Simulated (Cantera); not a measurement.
Feed: 1 mol H2O, 0.21 mol O2, 3.9 mol N2, held at 2.80 mbar.

These are equilibrium values from Cantera (NASA tables, ideal gas, pure condensed phases), not measurements of a reactor. Candidate condensed phases: H2O; 24 gas species. Equilibrium is a limit: real reactors are often held back by kinetics, nucleation or transport.

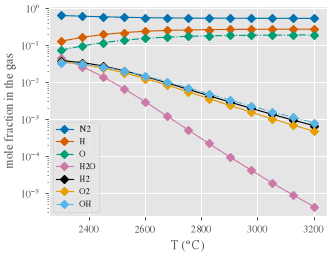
*Equilibrium gas composition (values under 1e-9 drawn at 1e-9)*

Read off the mole fractions at 2902 °C.

N2 about 0.54, H about 0.27, O about 0.18, OH about 0.0033, H2 about 0.0029, O2 about 0.0024, H2O about 9.5e-5.
